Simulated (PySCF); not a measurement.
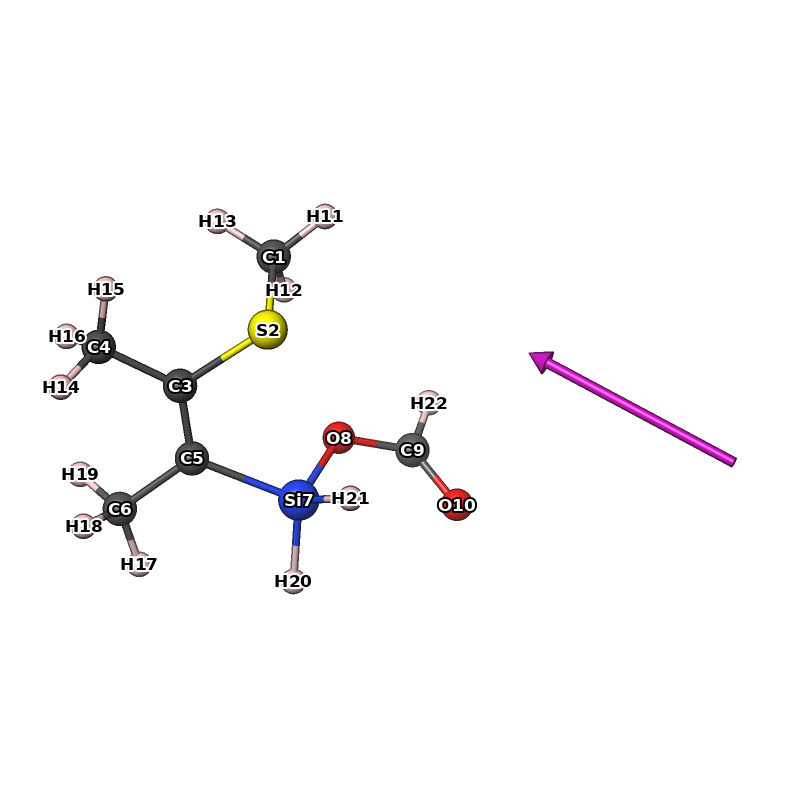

The arrow beside the molecule shows the direction of the dipole moment, from the negative to the positive end (its length means nothing). The computed structure is the end point of a GFN2-xTB optimisation. No frequency run is at hand to confirm it as a minimum. Level of theory: PBE0/pcSseg-1, gas phase (PySCF 2.14.0).

How large is the dipole moment?

4.01 D; it points from the side of O10 to the side of H16 (the outermost atoms at the two ends).

The geometry is semi-empirical. Around Si such bond lengths and angles can be off by a tenth of an ångström or more and by several degrees, and values that hang on the shape move with them.
